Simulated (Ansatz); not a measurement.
**Cs3Bi2Br9 (P-3m1): spin-orbit coupling beyond the local functionals**

How far does spin-orbit coupling move the gap of Cs3Bi2Br9 (P-3m1)?

Calculated with Ansatz 0.2.0; density functionals with and without spin-orbit coupling, plane waves, PAW.

**The experiments to reproduce.**

- Gap 2.6 eV: direct gap from Tauc plot; UV-vis diffuse reflectance, Tauc plot; powder (antisolvent-crystallized powder) (“Cs3Bi2Br9/g-C3N4 Direct Z-Scheme Heterojunction for Enhanced Photocatalytic Reduction of CO2 to CO”, 2023, pmc:10601477).

- Gap 2.5 eV: indirect gap from Tauc plot; UV-vis diffuse reflectance, Tauc plot; powder (antisolvent-crystallized powder) (“Cs3Bi2Br9/g-C3N4 Direct Z-Scheme Heterojunction for Enhanced Photocatalytic Reduction of CO2 to CO”, 2023, pmc:10601477).

## 1. Set-up

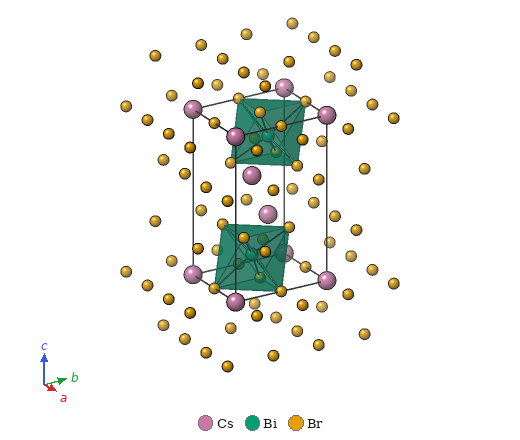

The cell as given, slightly off an axis (caesium pink, bismuth teal, bromine orange). Some periodic images of atoms are drawn too.

The cell and positions come from the Crystallography Open Database and are kept as given unless a step says otherwise. Spin-orbit coupling is left out unless a step names it. The default PAW set here is soft_2. Its files were made with PBE.

## 2. HSE06, 3×3×2 mesh

This step: DFT, HSE06, plane waves, PAW.

The input, input.yaml:

```yaml
crystal:
  lattice:
    - [7.972, 0.0, 0.0]
    - [-3.986, 6.903954519, 0.0]
    - [0.0, 0.0, 9.867]
  atoms:
    - { symbol: Cs, position: [0.6666666667, 0.3333333333, 0.6669] }
    - { symbol: Cs, position: [0.3333333333, 0.6666666667, 0.3331] }
    - { symbol: Cs, position: [0.0, 0.0, 0.0] }
    - { symbol: Bi, position: [0.6666666667, 0.3333333333, 0.1918] }
    - { symbol: Bi, position: [0.3333333333, 0.6666666667, 0.8082] }
    - { symbol: Br, position: [0.5, 0.5, 0.0] }
    - { symbol: Br, position: [0.5, 0.0, 0.0] }
    - { symbol: Br, position: [0.0, 0.5, 0.0] }
    - { symbol: Br, position: [0.3353, 0.16765, 0.3394] }
    - { symbol: Br, position: [0.83235, 0.16765, 0.3394] }
    - { symbol: Br, position: [0.83235, 0.6647, 0.3394] }
    - { symbol: Br, position: [0.16765, 0.3353, 0.6606] }
    - { symbol: Br, position: [0.16765, 0.83235, 0.6606] }
    - { symbol: Br, position: [0.6647, 0.83235, 0.6606] }
kpoints:
  mp_grid: { grid: [3, 3, 2] }
  band_path:
    path:
      - [0.0, 0.0, 0.0]
      - [0.5, 0.0, 0.0]
      - [0.33333333, 0.33333333, 0.0]
      - [0.0, 0.0, 0.5]
      - [0.5, 0.0, 0.5]
      - [0.33333333, 0.33333333, 0.5]
      - [0.066666666, 0.066666666, 0.0]
    npoints: 1
hamiltonian:
  xc: hse06
scf:
  occupations: { method: fixed }
  n_extra_bands: 8
output:
  eigenvalues: true
  write_density: true
  write_potential: true
  elf: true
  volumetric_format: npy
```

On the command line:

```
$ ansatz run input.yaml --threads 3 --pin off --max-ram 92160MiB --backend cuda --events-out ev --progress --plain --runs-dir out --devices 1 --max-vram 13GiB
```

Numbers of over 12 decimals in the logs are rounded to 6 here.

Log:

```text
scf.n_extra_bands = 8 over 60 filled bands (N_el = 120.0): the run solves 68 bands
GPUs: using 1 of 1 available (devices: 1).
Engine: ansatz 0.2.0, x86_64-unknown-linux-gnu
Pseudopotentials: kind: paw
Pseudopotential: Cs, paw, valence charge 9, recommended cutoff 420 eV (normal), Cs.paw.azcp
Pseudopotential: Bi, paw, valence charge 15, recommended cutoff 420 eV (normal), Bi.paw.azcp
Pseudopotential: Br, paw, valence charge 7, recommended cutoff 420 eV (normal), Br.paw.azcp
Functional definition: HSE06
  parameter a = 0.25
  parameter omega = 0.11/bohr
  exchange = pbe_x - a*pbe_x_sr(omega) + a*exact_x_sr(omega)
  correlation = pbe_c
davidson cushion auto → on  (no smearing: the cushion is to keep the highest requested band from converging to the state above it; pin scf.eigensolver.cushion to override)
device memory: the entry about to start is reckoned to put 5.0 GiB on a device that reports 34.7 GiB free (of which the cap on the GPU budget leaves the run 13.0 GiB)
GPU FFT provider: cuFFT
GPU libraries: cuBLAS 13.8.2, cuFFT 12.4.0, cuSOLVER 12.3.4
Crystal: 14 atoms, lattice volume = 543.063 Å³
Basis set: ecut = 420 eV, 10647 PW (Γ)
Bands: 68, of which v1, the nominal top of the filled ones, is band 60 counted from 1 (59 counted from 0)
Symmetry: 12 space group operations
Space group: P-3m1 (ITA 164), of the structure as read, at distance tolerance 8.2e-5 Å
k-points: 6 of 18
Non-local potential: Cs, projectors of the file, l = 0: 3, l = 1: 2, l = 2: 2, l = 3: 2
Non-local potential: Bi, projectors of the file, l = 0: 2, l = 1: 2, l = 2: 2, l = 3: 2
Non-local potential: Br, projectors of the file, l = 0: 2, l = 1: 2, l = 2: 2
PAW form: soft (Blöchl's): semilocal exchange-correlation on the pseudo side does not see the compensation charge
PAW frozen core: Cs, regenerated for the run's functional, and the local potential with it (the file was generated under x = pbe(κ = 0.804, μ = 0.219515), c = pbe(β = 0.066725))
PAW frozen core: Bi, regenerated for the run's functional, and the local potential with it (the file was generated under x = pbe(κ = 0.804, μ = 0.219515), c = pbe(β = 0.066725))
PAW frozen core: Br, regenerated for the run's functional, and the local potential with it (the file was generated under x = pbe(κ = 0.804, μ = 0.219515), c = pbe(β = 0.066725))
PAW one-centre angular grid: Cs, 194 points (default); XC on 96 Gauss nodes
PAW one-centre angular grid: Bi, 590 points (default); XC on 64 Gauss nodes
PAW one-centre angular grid: Br, 110 points (default); XC on 64 Gauss nodes
Initial density: superposition of atomic densities (neutral atoms: chi_scale 0, normalization atom), corrected by the library's trained network
Initial wavefunctions: pseudopotential atomic-orbital guess
GPU buffer pool allocated for 209952 grid points (all kernels)
[...]
Frozen-core exchange: fock
SCF iter   1: F=—  HF=-66911.280791 eV  |F-HF|=—  |Δ(HF+E_count)|=         —  Δρ=2.76e-5  dr2=5.62e-6  ethr=3.80e-7  ⟨swp⟩=3.0  Hψ=1119  notcnv=0
preconditioner: auto → none  [insulator: Δε(μ)=3.236 eV  Ē_g=11.001 eV  n_scr=96 (ndim 8)  ℏωp=15.4 eV  f_vac=0.037]
iter 2 solved again at ethr=3.40e-10 eV; its pass at ethr=3.97e-9 eV (dr2=4.08e-7 eV) is discarded
SCF iter   2: F=—  HF=-66911.280791 eV  |F-HF|=—  |Δ(HF+E_count)|=   1.76e-7  Δρ=1.35e-5  dr2=5.40e-7  ethr=3.40e-10  ⟨swp⟩=3.3  Hψ=2259  notcnv=0
SCF iter   3: F=—  HF=-66911.280792 eV  |F-HF|=—  |Δ(HF+E_count)|=   7.91e-7  Δρ=4.57e-6  dr2=1.67e-7  ethr=3.40e-10  ⟨swp⟩=5.3  Hψ=1307  notcnv=0  defer=1
SCF iter   4: F=-66911.280792 eV  HF=-66911.280792 eV  |F-HF|=1.13e-8  |Δ(HF+E_count)|=   4.80e-8  Δρ=1.26e-6  dr2=1.63e-8  ethr=1.30e-10  ⟨swp⟩=3.5  Hψ=1113  notcnv=0
SCF 3 converged in 4 iterations: F = -66911.280792 eV  dr2 = 1.63e-8
hybrid outer 2: dexx = +1.512e-6 eV, tail = 7.40e-8 eV, Δε = 1.54e-3 eV (about 4.23e-5 eV left of the loop's levels)
device memory: the entry about to start is reckoned to put 1.9 GiB on a device that reports 36.8 GiB free (of which the cap on the GPU budget leaves the run 13.0 GiB)
NSCF: frozen V_eff on 7 k-points
hybrid SCF converged: 2 outer / 11 inner (+3 warm-up), last move |dexx| = 1.51e-6 eV, tail = 7.40e-8 eV
Stability not checked: this state was not tested for a lower state beside it, because the functional holds exact exchange (a hybrid, or Hartree-Fock), whose exchange loop this test does not read (fock_operator; see scf.lower_state_search)
Free energy (F): -66911.280792 eV
Frozen-core exchange: fock
Harris-Foulkes:  -66911.280792 eV  (|F-HF|=1.13e-8)
Internal energy: -66911.280792 eV  (E = F + TS)
E sigma→0 (E₀):  -66911.280792 eV
Fermi energy:    2.470859 eV
--- Per-component energies (eV) ---
  E_band       = -875.266123
  E_kinetic    = 2223.845747
  E_local      = -7371.179639  (includes V_loc(G=0)·N_el)
  E_nonlocal   = 1849.989106
  E_hartree    = 2465.974003
  E_xc         = -2538.707874
  E_vxc        = -1285.011765  (∫ρ·V_xc dr)
  E_exx        = -237.218141  (= α·E_x^exact, valence–valence)
  E_paw        = -57217.602348  (= ΣΔE_a)
  E_vpaw       = -750.420259  (= ΣTr[D̂ρ^β])
  E_aug_tail   = -0.000867  (compensation charges beyond the density's cutoff)
  E_ewald      = -6082.941322
  E_core_change = -3.439459  (= ΣΔE_core)
  E_smearing   = -0.000000  (= −TS)
  E_closure    = -0.000000  (closes the sum)
  Σ components = -66911.280792   (vs F -66911.280792, Δ=-1.46e-11)
--- Band table (eV; the first three rows and the last of 6) ---
  k-point 0: bands = [... 56 lower, 1.4073, 1.4073, 1.4347, 2.4709, 5.7067, 6.4331, 6.4331, 7.6042, ... 4 higher]
  k-point 1: bands = [... 56 lower, 1.5816, 1.5816, 1.5823, 1.9504, 5.9301, 5.9301, 5.9750, 7.5405, ... 4 higher]
  k-point 2: bands = [... 56 lower, 1.3026, 1.4544, 1.5437, 2.3436, 6.2208, 6.3838, 6.4756, 7.5072, ... 4 higher]
  k-point 5: bands = [... 56 lower, 1.2052, 1.2052, 2.0593, 2.0593, 6.5450, 6.5450, 6.5634, 7.3009, ... 4 higher]
```

Elapsed: 70 s, on 1 × NVIDIA H100 80GB HBM3 (shared by 6 runs) with 3 threads of AMD EPYC 7R13 (Zen 3), shared host; peak memory 1.9 GiB.

This step gave:

```
gap                     : 3.232 eV
valence top at          : k = (0.067, 0.067, 0.000)
conduction bottom at    : Γ
least direct gap        : 3.236 eV
exact-exchange fraction : 0.25
```

The gap is indirect, with the least direct gap 0.003 eV higher.

## 3. HSE06+SOC, 3×3×2 mesh

The many-body steps leave out spin-orbit coupling, so its effect is taken from a two-component run, with twice the bands.

This step: DFT, HSE06 with spin-orbit coupling, plane waves, PAW.

Changes to input.yaml since step 2:

```diff
@@ -36,8 +36,7 @@
   occupations: { method: fixed }
-  n_extra_bands: 8
+  n_extra_bands: 16
+magnetization:
+  noncollinear: true
+  spin_orbit: true
 output:
   eigenvalues: true
-  write_density: true
-  write_potential: true
-  elf: true
-  volumetric_format: npy
```

Log:

```text
[...]
GPUs: using 1 of 1 available (devices: 1).
[...]
non-collinear run that drives no moment, with spin-orbit: no starting moment large enough to seed its density (crystal.atoms[].spin), no starting occupations that ask for one, no magnetisation constraint and no magnetic field, so the semilocal B_xc is pinned to zero
[...]
GPU FFT provider: cuFFT
GPU libraries: cuBLAS 13.8.2, cuFFT 12.4.0, cuSOLVER 12.3.4
Crystal: 14 atoms, lattice volume = 543.063 Å³
Basis set: ecut = 420 eV, 10647 PW (Γ)
Bands: 136, of which v1, the nominal top of the filled ones, is band 120 counted from 1 (119 counted from 0)
Symmetry: 12 space group operations + 12 with time reversal
[...]
k-points: 6 of 18
Projection manifold: j_resolved (fully-relativistic pseudo-atomic orbitals)
[...]
GPU buffer pool allocated for 209952 grid points (all kernels)
[...]
SCF iter   1: F=—  HF=-66973.976127 eV  |F-HF|=—  |Δ(HF+E_count)|=         —  Δρ=2.31e-2  dr2=7.14e0  dr2_m=0.00e0 (ungated)  ethr=1.00e-1  |M|=0.00e0 ∫|m|=0.00e0 μB  |m|>n=0.0e0 m-floor=0.0e0 τ_xc=0.0e0  β_m=0.30  ⟨swp⟩=5.3  Hψ=2915  notcnv=0
[...]
SCF iter   7: F=-66970.738422 eV  HF=-66970.738558 eV  |F-HF|=1.36e-4  |Δ(HF+E_count)|=   7.71e-5  Δρ=1.22e-4  dr2=2.12e-4  dr2_m=0.00e0 (ungated)  ethr=6.97e-7  |M|=0.00e0 ∫|m|=0.00e0 μB  |m|>n=0.0e0 m-floor=0.0e0 τ_xc=0.0e0  ⟨swp⟩=5.3  Hψ=2571  notcnv=0  defer=6
SCF 1 stopped early in 7 iterations: F = -66970.738422 eV  dr2 = 2.12e-4
[...]
GPU FFT provider: cuFFT
GPU libraries: cuBLAS 13.8.2, cuFFT 12.4.0, cuSOLVER 12.3.4
Projection manifold: j_resolved (fully-relativistic pseudo-atomic orbitals)
[...]
GPU buffer pool allocated for 209952 grid points (all kernels)
[...]
Frozen-core exchange: fock
SCF iter   1: F=—  HF=-66923.902849 eV  |F-HF|=—  |Δ(HF+E_count)|=         —  Δρ=3.55e-3  dr2=9.33e-2  dr2_m=0.00e0 (ungated)  ethr=1.77e-6  |M|=0.00e0 ∫|m|=0.00e0 μB  |m|>n=0.0e0 m-floor=0.0e0 τ_xc=0.0e0  β_m=0.30  ⟨swp⟩=9.7  Hψ=4637  notcnv=0
[...]
SCF iter   6: F=-66923.895880 eV  HF=-66923.895881 eV  |F-HF|=8.84e-7  |Δ(HF+E_count)|=   1.11e-5  Δρ=2.22e-5  dr2=5.85e-6  dr2_m=0.00e0 (ungated)  ethr=2.96e-8  |M|=0.00e0 ∫|m|=0.00e0 μB  |m|>n=0.0e0 m-floor=0.0e0 τ_xc=0.0e0  ⟨swp⟩=4.3  Hψ=2353  notcnv=0  defer=2
SCF 2 stopped early in 6 iterations: F = -66923.895880 eV  dr2 = 5.85e-6
[...]
hybrid outer 1: dexx = +2.775e-2 eV, tail = 9.19e-5 eV
GPU FFT provider: cuFFT
GPU libraries: cuBLAS 13.8.2, cuFFT 12.4.0, cuSOLVER 12.3.4
Projection manifold: j_resolved (fully-relativistic pseudo-atomic orbitals)
GPU buffer pool allocated for 209952 grid points (all kernels)
[...]
Frozen-core exchange: fock
SCF iter   1: F=—  HF=-66923.897619 eV  |F-HF|=—  |Δ(HF+E_count)|=         —  Δρ=3.02e-5  dr2=3.50e-6  dr2_m=0.00e0 (ungated)  ethr=3.83e-7  |M|=0.00e0 ∫|m|=0.00e0 μB  |m|>n=0.0e0 m-floor=0.0e0 τ_xc=0.0e0  β_m=0.30  ⟨swp⟩=3.0  Hψ=2292  notcnv=0
[...]
SCF iter   4: F=-66923.897620 eV  HF=-66923.897620 eV  |F-HF|=4.54e-8  |Δ(HF+E_count)|=   3.92e-7  Δρ=3.84e-6  dr2=7.07e-8  dr2_m=0.00e0 (ungated)  ethr=5.57e-11  |M|=0.00e0 ∫|m|=0.00e0 μB  |m|>n=0.0e0 m-floor=0.0e0 τ_xc=0.0e0  ⟨swp⟩=4.5  Hψ=4119  notcnv=0  defer=6
SCF 3 converged in 4 iterations: F = -66923.897620 eV  dr2 = 7.07e-8
[...]
NSCF: frozen V_eff on 7 k-points
[...]
Magnetization: |M| = 0.0000 μB,  M = (+0.0000, +0.0000, +0.0000) μB
Absolute magnetization: 0.0000 μB (∫|m|)
  site 0: m = (+0.0000, +0.0000, +0.0000) μB, |m| = 0.0000 μB  (R = 1.63 Å)
  site 1: m = (+0.0000, +0.0000, +0.0000) μB, |m| = 0.0000 μB  (R = 1.63 Å)
  site 2: m = (+0.0000, +0.0000, +0.0000) μB, |m| = 0.0000 μB  (R = 1.64 Å)
  site 3: m = (+0.0000, +0.0000, +0.0000) μB, |m| = 0.0000 μB  (R = 1.12 Å)
  site 4: m = (+0.0000, +0.0000, +0.0000) μB, |m| = 0.0000 μB  (R = 1.12 Å)
  site 5: m = (+0.0000, +0.0000, +0.0000) μB, |m| = 0.0000 μB  (R = 1.23 Å)
  site 6: m = (+0.0000, +0.0000, +0.0000) μB, |m| = 0.0000 μB  (R = 1.23 Å)
  site 7: m = (+0.0000, +0.0000, +0.0000) μB, |m| = 0.0000 μB  (R = 1.23 Å)
  site 8: m = (+0.0000, +0.0000, +0.0000) μB, |m| = 0.0000 μB  (R = 1.12 Å)
  site 9: m = (+0.0000, +0.0000, +0.0000) μB, |m| = 0.0000 μB  (R = 1.12 Å)
  site 10: m = (+0.0000, +0.0000, +0.0000) μB, |m| = 0.0000 μB  (R = 1.12 Å)
  site 11: m = (+0.0000, +0.0000, +0.0000) μB, |m| = 0.0000 μB  (R = 1.12 Å)
  site 12: m = (+0.0000, +0.0000, +0.0000) μB, |m| = 0.0000 μB  (R = 1.12 Å)
  site 13: m = (+0.0000, +0.0000, +0.0000) μB, |m| = 0.0000 μB  (R = 1.12 Å)
Free energy (F): -66923.897621 eV
Frozen-core exchange: fock
[...]
Internal energy: -66923.897621 eV  (E = F + TS)
E sigma→0 (E₀):  -66923.897621 eV
Fermi energy:    2.555746 eV
[...]
--- Band table (eV; the first three rows and the last of 6) ---
  k-point 0: bands = [... 116 lower, 1.5694, 1.5694, 2.5557, 2.5557, 5.0161, 5.0161, 6.4833, 6.4833, ... 12 higher]
  k-point 1: bands = [... 116 lower, 1.6966, 1.6966, 2.0804, 2.0804, 4.8705, 4.8705, 6.4157, 6.4157, ... 12 higher]
  k-point 2: bands = [... 116 lower, 1.6030, 1.6030, 2.4214, 2.4214, 5.3749, 5.3749, 6.0413, 6.0413, ... 12 higher]
  k-point 5: bands = [... 116 lower, 2.1215, 2.1215, 2.1353, 2.1353, 5.7226, 5.7226, 5.8395, 5.8395, ... 12 higher]
```

Wall time 4.5 min (1 × NVIDIA H100 80GB HBM3 (shared by 6 runs) with 3 threads); peak memory 4 GiB.

Numbers from this step:

- gap: 2.313 eV
- valence top at: k = (0.067, 0.067, 0.000)
- conduction bottom at: A
- least direct gap: 2.460 eV
- exact-exchange fraction: 0.25

The gap stands −0.92 eV against HSE06, and the conduction bottom moves to (0.000, 0.000, 0.500).

## 4. Together

Times are wall times on 1 × NVIDIA H100 80GB HBM3 (shared by 6 runs) with 3 threads of AMD EPYC 7R13 (Zen 3), shared host, good to a factor of about two.

```csv
level,gap (eV),with coupling (eV),change (eV),time,with coupling
HSE06,3.23,2.31,−0.92,70 s,4.5 min
```

## 5. What came out

* HSE06: 3.23 eV
* HSE06+SOC: 2.31 eV

**Reading.** Spin-orbit coupling changes the gap by −0.92 eV and the least direct gap by −0.78 eV. Against experiment, by HSE06+SOC: the direct gap of 2.46 eV lies −0.14 eV from the measured 2.6 eV (direct, 2023); the gap of 2.31 eV lies −0.19 eV from the measured 2.5 eV (indirect, 2023). An exciton line or allowed optical edge lies below the quasiparticle gap by the binding energy; a forbidden edge can push the onset above it. The lattice is static and excitons are left out.

[Paths, hosts, dates, memory and timing lines, banners, echoed tables and standing remarks are left out of the program output.]

[Logs are printed without paths, hosts, clocks, repeated set-up lines and the standing remarks that a program may print on its own settings, such as how far it seeks lower states.]

[Runs of the session that timed out or met a known fault of the program may be left out.]

[Cells called generated may have been cut or substituted from an entry of the Crystallography Open Database or the Materials Project.]

[Hosts, paths, dates, database ids (printed as entryN), source tags and the programs' standing remarks are cut or masked in the printed files.]
